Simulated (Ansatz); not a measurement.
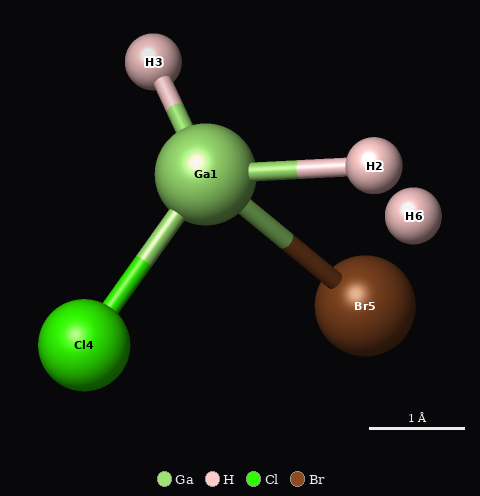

*The input geometry (ball-and-stick view, seen on its broad side; atoms are numbered from 1 in the order of the input). Sticks mark near contacts.*

Bond lengths as drawn: Br–Ga 2.72 Å, Cl–Ga 2.24 Å and Ga–H 1.57 to 1.92 Å.

# Geometry relaxation of GaH$_{3}$BrCl

- system: GaH$_{3}$BrCl
- method: RKS r2SCAN/def2-SVP (Ansatz 0.2.0)

The input holds or restrains some coordinates. It belongs to a series of runs on one base structure; here: pulled along the bonds that form and break, towards end A. Figures and captions count atoms from 1; the log counts them from 0 in places.

Input file:
```yaml
crystal:
  periodic: [false, false, false]
  atoms:
    - { symbol: Ga, position_ang: [0.0, 0.0, 0.0] }
    - { symbol: H, position_ang: [0.0, 0.0, 1.92] }
    - { symbol: H, position_ang: [1.3596, 0.0, -0.785] }
    - { symbol: Cl, position_ang: [-1.9398, 0.0, -1.12] }
    - { symbol: Br, position_ang: [-0.3484, -2.5576, 0.8577] }
    - { symbol: H, position_ang: [-0.1304, -0.9571, 2.0083] }
basis:
  gaussian: { orbitals: def2-SVP }
hamiltonian:
  xc: r2scan
relax:
  f_tol: 0.15
  max_steps: 25
  restrain:
    - { distance: [0, 4], at: 3.62, k: 30.0 }
    - { distance: [5, 1], at: 1.86, k: 30.0 }
    - { distance: [0, 1], at: 1.57, k: 30.0 }
    - { distance: [5, 4], at: 1.55, k: 30.0 }
output:
  orbitals: {}
```

Launched with:
```bash
ansatz run input.yaml --threads 4 --pin off --max-ram 5120MiB --backend cpu --events-out ev --progress --plain --runs-dir out
```

Output:
```
The last accepted step is kept in [file] (removed where the run ends without a failure and the disk answers)
Engine: ansatz 0.2.0, aarch64-unknown-linux-gnu
Functional definition: r2SCAN
  parameter k0 = 0.174
  parameter k1 = 0.065
  parameter a1 = 4.9479
  exchange = r2scan_x(k0 = k0, k1 = k1, a1 = a1)
  correlation = r2scan_c
1069 factors; their error is unknown
mean field evaluation 1: about -134974.4232 eV, gradient 2.9e1 eV
mean field evaluation 2: about -134968.9194 eV, gradient 5.5e1 eV
mean field evaluation 4: about -134975.9940 eV, gradient 2.5e0 eV
mean field evaluation 8: about -134976.0061 eV, gradient 4.8e-2 eV
mean field evaluation 16: about -134975.9197 eV, gradient 1.3e-5 eV
mean field -134975.91972457 eV, -4960.2735599137 hartree, gradient 1.4e-5 eV, S^2 0.000000; 0 other end points of the search recorded, 0 dependent functions left out
the calculation of the forces begins
reference -134975.91973427 eV, -4960.2735602700 hartree; 43, 43 occupied and 54, 54 virtual orbitals, 1069 factors
relax step   1: F+E_penalty+E_count = -134975.91972457 eV  Δ(F+E_penalty+E_count) = +0.000e0 eV  max|allowed force component| = 2.150e0 eV/Å  E_restraint = 28.68473505 eV  max|allowed force component, restraints' pulls added| = 3.624e1 eV/Å  Δτ_max = 0.0000 Å  (28 SCF iters, accepted)
  distance Ga 0 - Br 4 = 2.7200 Å
  distance H 5 - H 1 = 0.9700 Å
  distance Ga 0 - H 1 = 1.9200 Å
  distance H 5 - Br 4 = 1.9832 Å
these checks for a lower state are left out or cut short: starts, cluster_reference, orbital_swaps, neighbouring_geometries, increment
1069 factors; their error is unknown
mean field -134975.70286646 eV, -4960.2655905249 hartree, gradient 1.0e-5 eV, S^2 0.000000; 0 other end points of the search recorded, 0 dependent functions left out
the calculation of the forces begins
reference -134975.70287618 eV, -4960.2655908822 hartree; 43, 43 occupied and 54, 54 virtual orbitals, 1069 factors
relax step   2: F+E_penalty+E_count = -134975.70286646 eV  Δ(F+E_penalty+E_count) = +2.169e-1 eV  max|allowed force component| = 1.767e0 eV/Å  E_restraint = 12.91756937 eV  max|allowed force component, restraints' pulls added| = 2.441e1 eV/Å  Δτ_max = 0.1964 Å  (36 SCF iters, accepted)
  distance Ga 0 - Br 4 = 2.9840 Å
  distance H 5 - H 1 = 1.2966 Å
  distance Ga 0 - H 1 = 1.8221 Å
  distance H 5 - Br 4 = 1.8252 Å
these checks for a lower state are left out or cut short: starts, cluster_reference, orbital_swaps, neighbouring_geometries, increment
1069 factors; their error is unknown
mean field evaluation 32: about -134975.9887 eV, gradient 8.8e-6 eV
mean field -134975.98865831 eV, -4960.2760931818 hartree, gradient 8.8e-6 eV, S^2 0.000000; 0 other end points of the search recorded, 0 dependent functions left out
the calculation of the forces begins
reference -134975.98866810 eV, -4960.2760935415 hartree; 43, 43 occupied and 54, 54 virtual orbitals, 1069 factors
relax step   3: F+E_penalty+E_count = -134975.98865831 eV  Δ(F+E_penalty+E_count) = -2.858e-1 eV  max|allowed force component| = 2.173e0 eV/Å  E_restraint = 3.64944345 eV  max|allowed force component, restraints' pulls added| = 1.201e1 eV/Å  Δτ_max = 0.1964 Å  (33 SCF iters, accepted)
  distance Ga 0 - Br 4 = 3.2294 Å
  distance H 5 - H 1 = 1.6148 Å
  distance Ga 0 - H 1 = 1.7065 Å
  distance H 5 - Br 4 = 1.6593 Å
these checks for a lower state are left out or cut short: starts, cluster_reference, orbital_swaps, neighbouring_geometries, increment
1069 factors; their error is unknown
mean field -134976.34921332 eV, -4960.2893433338 hartree, gradient 7.6e-5 eV, S^2 0.000000; 0 other end points of the search recorded, 0 dependent functions left out
the calculation of the forces begins
reference -134976.34922323 eV, -4960.2893436982 hartree; 43, 43 occupied and 54, 54 virtual orbitals, 1069 factors
relax step   4: F+E_penalty+E_count = -134976.34921332 eV  Δ(F+E_penalty+E_count) = -3.606e-1 eV  max|allowed force component| = 1.522e0 eV/Å  E_restraint = 0.14169489 eV  max|allowed force component, restraints' pulls added| = 1.926e0 eV/Å  Δτ_max = 0.1946 Å  (30 SCF iters, accepted)
  distance Ga 0 - Br 4 = 3.5305 Å
  distance H 5 - H 1 = 1.8765 Å
  distance Ga 0 - H 1 = 1.5778 Å
  distance H 5 - Br 4 = 1.5169 Å
these checks for a lower state are left out or cut short: starts, cluster_reference, orbital_swaps, neighbouring_geometries, increment
1069 factors; their error is unknown
mean field -134976.53370086 eV, -4960.2961231259 hartree, gradient 8.1e-5 eV, S^2 0.000000; 0 other end points of the search recorded, 0 dependent functions left out
the calculation of the forces begins
reference -134976.53371093 eV, -4960.2961234962 hartree; 43, 43 occupied and 54, 54 virtual orbitals, 1069 factors
relax step   5: F+E_penalty+E_count = -134976.53370086 eV  Δ(F+E_penalty+E_count) = -1.845e-1 eV  max|allowed force component| = 1.647e0 eV/Å  E_restraint = 0.03425352 eV  max|allowed force component, restraints' pulls added| = 5.537e-1 eV/Å  Δτ_max = 0.1997 Å  (30 SCF iters, accepted)
  distance Ga 0 - Br 4 = 3.5823 Å
  distance H 5 - H 1 = 1.8700 Å
  distance Ga 0 - H 1 = 1.5729 Å
  distance H 5 - Br 4 = 1.5226 Å
these checks for a lower state are left out or cut short: starts, cluster_reference, orbital_swaps, neighbouring_geometries, increment
1069 factors; their error is unknown
mean field -134976.59508524 eV, -4960.2983789604 hartree, gradient 1.4e-5 eV, S^2 0.000000; 0 other end points of the search recorded, 0 dependent functions left out
the calculation of the forces begins
reference -134976.59509539 eV, -4960.2983793333 hartree; 43, 43 occupied and 54, 54 virtual orbitals, 1069 factors
relax step   6: F+E_penalty+E_count = -134976.59508524 eV  Δ(F+E_penalty+E_count) = -6.138e-2 eV  max|allowed force component| = 1.576e0 eV/Å  E_restraint = 0.02554904 eV  max|allowed force component, restraints' pulls added| = 6.205e-1 eV/Å  Δτ_max = 0.1917 Å  (27 SCF iters, accepted)
  distance Ga 0 - Br 4 = 3.6205 Å
  distance H 5 - H 1 = 1.8820 Å
  distance Ga 0 - H 1 = 1.5754 Å
  distance H 5 - Br 4 = 1.5155 Å
these checks for a lower state are left out or cut short: starts, cluster_reference, orbital_swaps, neighbouring_geometries, increment
1069 factors; their error is unknown
mean field -134976.60337214 eV, -4960.2986834985 hartree, gradient 9.3e-6 eV, S^2 0.000000; 0 other end points of the search recorded, 0 dependent functions left out
the calculation of the forces begins
reference -134976.60338231 eV, -4960.2986838721 hartree; 43, 43 occupied and 54, 54 virtual orbitals, 1069 factors
relax step   7: F+E_penalty+E_count = -134976.60337214 eV  Δ(F+E_penalty+E_count) = -8.287e-3 eV  max|allowed force component| = 1.561e0 eV/Å  E_restraint = 0.01937026 eV  max|allowed force component, restraints' pulls added| = 5.840e-1 eV/Å  Δτ_max = 0.0466 Å  (28 SCF iters, accepted)
  distance Ga 0 - Br 4 = 3.6213 Å
  distance H 5 - H 1 = 1.8668 Å
  distance Ga 0 - H 1 = 1.5675 Å
  distance H 5 - Br 4 = 1.5148 Å
these checks for a lower state are left out or cut short: starts, cluster_reference, orbital_swaps, neighbouring_geometries, increment
1069 factors; their error is unknown
mean field evaluation 64: about -134976.6203 eV, gradient 2.6e-4 eV
mean field -134976.62025148 eV, -4960.2993038025 hartree, gradient 7.4e-6 eV, S^2 0.000000; 0 other end points of the search recorded, 0 dependent functions left out
the calculation of the forces begins
reference -134976.62026164 eV, -4960.2993041759 hartree; 43, 43 occupied and 54, 54 virtual orbitals, 1069 factors
relax step   8: F+E_penalty+E_count = -134976.62025148 eV  Δ(F+E_penalty+E_count) = -1.688e-2 eV  max|allowed force component| = 1.439e0 eV/Å  E_restraint = 0.02760585 eV  max|allowed force component, restraints' pulls added| = 1.415e-1 eV/Å  Δτ_max = 0.1332 Å  (28 SCF iters, accepted)
```

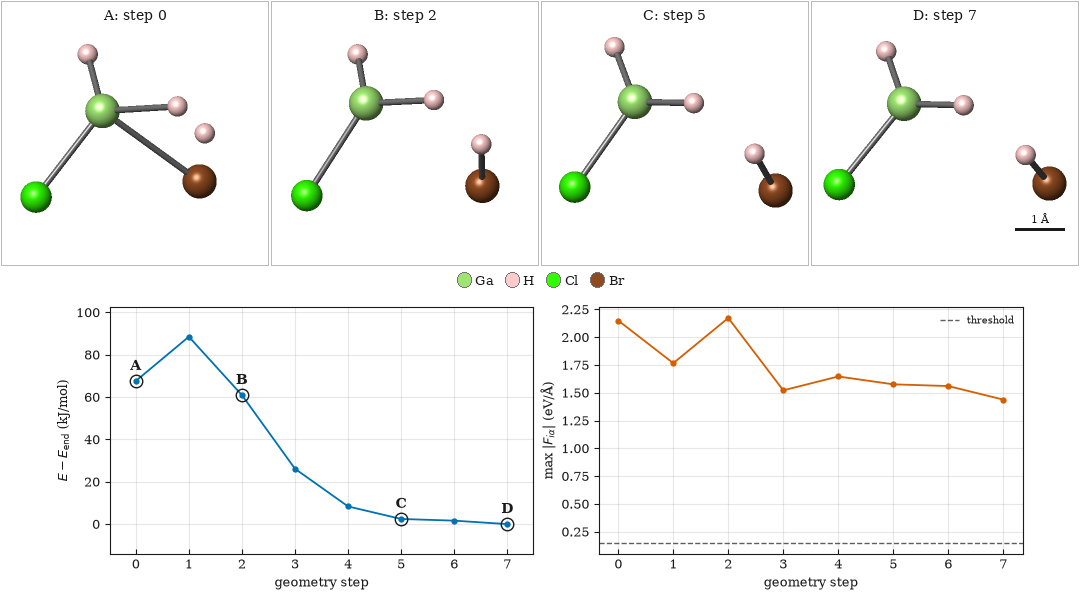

*Frames of the restrained relaxation (ball-and-stick view, seen at a tilt) above the curves, on which the letters mark them (the first geometry is step 0 here and step 1 in the log).*

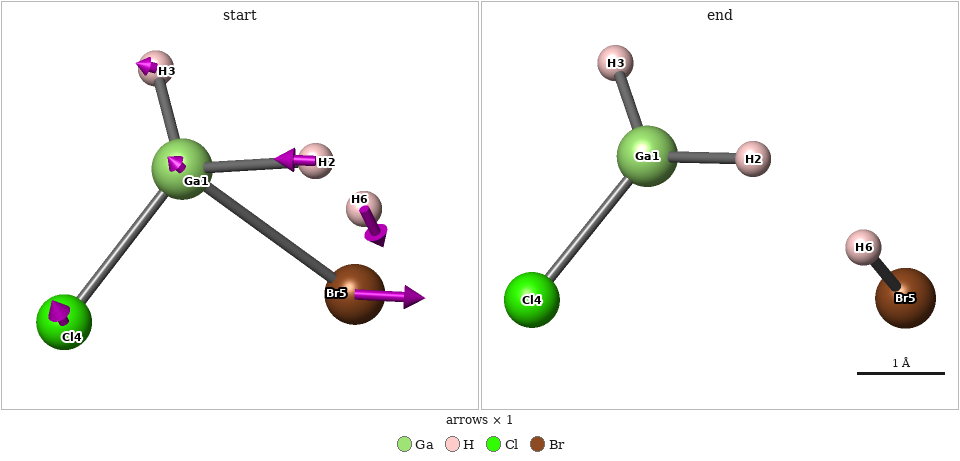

*Before (left) and after (right) the restrained relaxation, at one scale (ball-and-stick view, seen at a tilt). The pink arrows give the displacements, at true length.*

Over 7 geometry steps the energy falls by 67.6 kJ/mol. Largest force component: 2.1 eV/Å at the start, 1.4 eV/Å at the end. Br5 moves most after the best rigid fit: 0.82 Å. Largest moves by element: Br 0.82 Å, H 0.63 Å, Cl 0.37 Å, Ga 0.25 Å. Among the contacts that change: Ga1–Br5 2.720 → 3.617 Å, Br5–H6 1.983 → 1.507 Å, Ga1–H2 1.920 → 1.568 Å, Ga1–Cl4 2.240 → 2.146 Å. New bonds form: Br5–H6 (1.98 → 1.51 Å). Bonds break: Ga1–Br5 (2.72 → 3.62 Å). Among the angles that change: H2–Ga1–H3 120.0° → 128.5°, H2–Ga1–Cl4 120.0° → 113.7°, H3–Ga1–Cl4 120.0° → 117.7°. (Atoms are counted from 1 in the order of the input.)

```
  distance Ga 0 - Br 4 = 3.6173 Å
  distance H 5 - H 1 = 1.8627 Å
  distance Ga 0 - H 1 = 1.5680 Å
  distance H 5 - Br 4 = 1.5073 Å
1069 factors; their error is unknown
mean field -134976.62025148 eV, -4960.2993038025 hartree, gradient 7.4e-6 eV, S^2 0.000000; 1 other end points of the search recorded, 0 dependent functions left out
the calculation of the forces begins
reference -134976.62026164 eV, -4960.2993041759 hartree; 43, 43 occupied and 54, 54 virtual orbitals, 1069 factors
Total energy: -134976.62026164 eV, -4960.2993041759 hartree
Atom 0 at     0.055218     0.242102    -0.054589 Å, force     0.010782    -0.126850     0.129761 eV/Å
Atom 1 at    -0.091300     0.226543     1.506490 Å, force     0.001676     0.062536    -0.033213 eV/Å
Atom 2 at     1.349928     0.225065    -0.900435 Å, force     0.024629    -0.005071    -0.016258 eV/Å
Atom 3 at    -1.815543     0.375288    -1.096628 Å, force    -0.053853     0.014446    -0.039687 eV/Å
Atom 4 at    -0.217043    -3.012361     1.500784 Å, force    -0.104648     1.438593     0.336095 eV/Å
Atom 5 at    -0.340259    -1.571336     1.925377 Å, force     0.121415    -1.383655    -0.376698 eV/Å
Dipole moment:     0.304856     0.190350     0.204928 e Å
```

Trajectory as extended XYZ (Å, eV, eV/Å), 8 frames, from step=1 to step=8:
```
6
Properties=species:S:1:pos:R:3:forces:R:3 step=1 energy=-134975.91973
Ga    0.0000    0.0000    0.0000   -1.0849  -2.1497  -0.2183
H     0.0000    0.0000    1.9200   -0.1386  -0.2555  -0.2543
H     1.3596    0.0000   -0.7850   -0.1538   0.4350   0.5019
Cl   -1.9398    0.0000   -1.1200    0.9928   0.5608   0.8138
Br   -0.3484   -2.5576    0.8577    0.3062   0.8152   0.2340
H    -0.1304   -0.9571    2.0083    0.0784   0.5942  -1.0770
6
Properties=species:S:1:pos:R:3:forces:R:3 step=2 energy=-134975.70287
Ga    0.0113    0.1462    0.0121   -0.9060  -1.4419   0.4847
H     0.0168    0.1314    1.8341   -0.2218  -0.2200  -1.1147
H     1.3591    0.0057   -0.7805   -0.2137   0.3199   0.2733
Cl   -1.9297    0.0071   -1.1118    1.1004   0.4851   0.8193
Br   -0.3601   -2.6581    0.9621    0.3862   1.7665   1.1646
H    -0.1563   -1.1469    1.9650   -0.1452  -0.9096  -1.6272
6
Properties=species:S:1:pos:R:3:forces:R:3 step=3 energy=-134975.98866
Ga    0.0225    0.2930    0.0287   -0.6514  -1.4010   0.3120
H     0.0280    0.2500    1.7347   -0.2341   0.2787  -1.1594
H     1.3543    0.0087   -0.7791   -0.3504   0.4184   0.1599
Cl   -1.9129    0.0132   -1.1001    1.1411   0.5324   0.7897
Br   -0.3685   -2.7407    1.0644    0.3901   2.1731   1.4077
H    -0.1824   -1.3388    1.9323   -0.2954  -2.0016  -1.5099
6
Properties=species:S:1:pos:R:3:forces:R:3 step=4 energy=-134976.34921
Ga    0.0459    0.4335    0.0093   -0.5594  -1.5219  -0.2515
H    -0.0010    0.3115    1.5816   -0.1771   0.5300  -0.0822
H     1.3302    0.0547   -0.7893   -0.0121   0.4850  -0.1308
Cl   -1.8564    0.0635   -1.0662    0.7189   0.5172   0.4538
Br   -0.3744   -2.8556    1.2213    0.2500   1.4489   0.7645
H    -0.2033   -1.5223    1.9243   -0.2203  -1.4592  -0.7538
6
Properties=species:S:1:pos:R:3:forces:R:3 step=5 energy=-134976.53370
Ga    0.0426    0.3131    0.0095    0.0359  -0.5423   0.1258
H     0.0016    0.3556    1.5813   -0.1650   0.1062  -0.0521
H     1.3461    0.1652   -0.7987    0.0991   0.1653  -0.1804
Cl   -1.8281    0.1125   -1.0229    0.0041   0.1754   0.0411
Br   -0.3834   -2.9682    1.3820    0.2130   1.6468   0.3078
H    -0.2379   -1.4930    1.7298   -0.1871  -1.5513  -0.2422
6
Properties=species:S:1:pos:R:3:forces:R:3 step=6 energy=-134976.59509
Ga    0.0858    0.2526   -0.0434    0.1118  -0.1089  -0.0365
H    -0.0585    0.2695    1.5253    0.0701   0.0221  -0.1205
H     1.3900    0.3074   -0.9196   -0.2939  -0.0238   0.1923
Cl   -1.8223    0.2252   -1.0424    0.0882   0.0326  -0.0124
Br   -0.3576   -3.0098    1.4625    0.1119   1.5762   0.3881
H    -0.2964   -1.5597    1.8985   -0.0880  -1.4982  -0.4109
6
Properties=species:S:1:pos:R:3:forces:R:3 step=7 energy=-134976.60337
Ga    0.0799    0.2581   -0.0437   -0.0297  -0.1768   0.1226
H    -0.0318    0.2486    1.5197   -0.0132   0.0584  -0.0173
H     1.3595    0.2909   -0.9069    0.0590   0.0135  -0.0479
Cl   -1.8122    0.2486   -1.0554   -0.0418   0.0391  -0.0303
Br   -0.3120   -3.0075    1.4717   -0.0004   1.5605   0.3725
H    -0.3425   -1.5534    1.8956    0.0261  -1.4948  -0.3995
6
Properties=species:S:1:pos:R:3:forces:R:3 step=8 energy=-134976.62025
Ga    0.0552    0.2421   -0.0546    0.0108  -0.1268   0.1298
H    -0.0913    0.2265    1.5065    0.0017   0.0625  -0.0332
H     1.3499    0.2251   -0.9004    0.0246  -0.0051  -0.0163
Cl   -1.8155    0.3753   -1.0966   -0.0539   0.0144  -0.0397
Br   -0.2170   -3.0124    1.5008   -0.1046   1.4386   0.3361
H    -0.3403   -1.5713    1.9254    0.1214  -1.3837  -0.3767
```

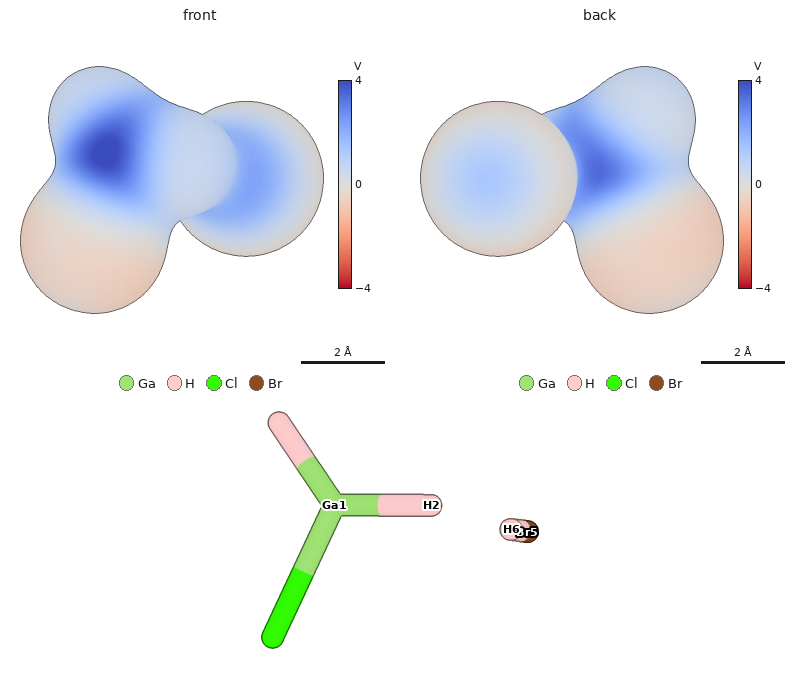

*The electrostatic potential painted on the density surface at 0.004 e/bohr³, seen at a tilt and from behind; red is negative and blue positive. The bare structure is drawn below in the same view.*

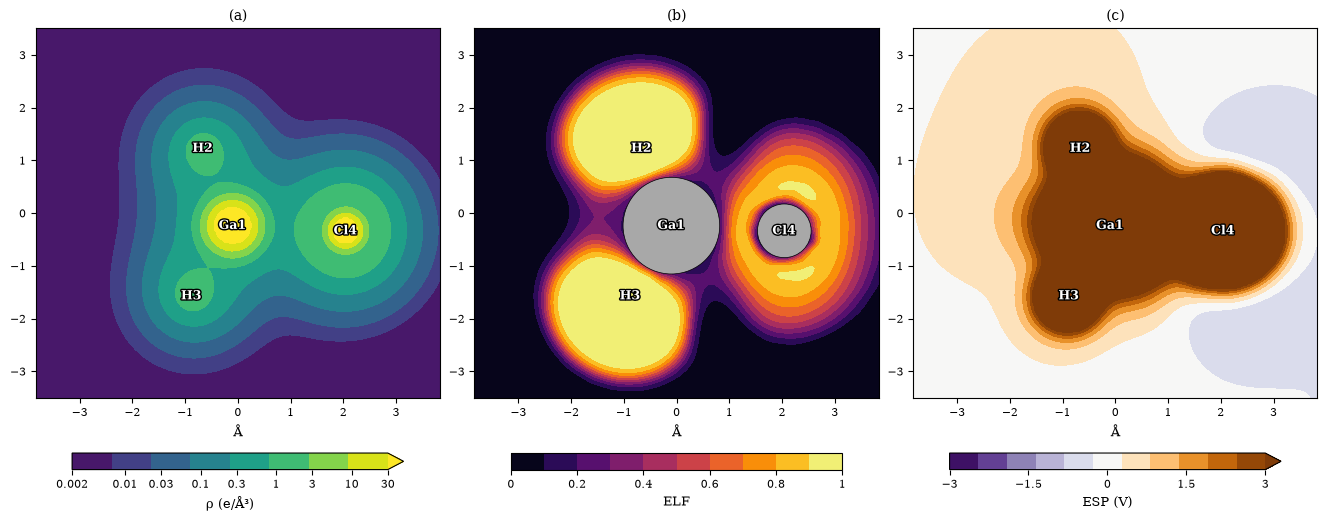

*(a) total electron density; (b) ELF; (c) molecular electrostatic potential on the plane of atoms H2, Ga1 and H3. Grey discs, where drawn, cover atomic cores.*

Ga–Cl (2.15 Å): ρ is about 0.68 e/Å³ halfway; the ELF peaks at about 0.85 in the valence shell of Cl, 0.8 Å from its nucleus, and is about 0.55 at the midpoint. Ga–H (1.55 Å): ρ is about 1 e/Å³ halfway, with its minimum of 0.81 e/Å³ about 0.9 Å from Ga; the ELF climbs to about 1 towards the hydrogen, as it does in any bond to H.

Key numbers:

```csv
quantity,value
outcome,converged under the restraints of the input
total energy,−134976.6203 eV
mean-field energy,−134976.6203 eV
"largest force (length of the vector) at the end, held atoms and coordinates included",1.481 eV/Å
hardware,"4 threads of Arm Neoverse V2, 24 GiB of memory available, shared host"
wall time,14 s (CPU time 52 s)
peak memory,0.18 GiB
```
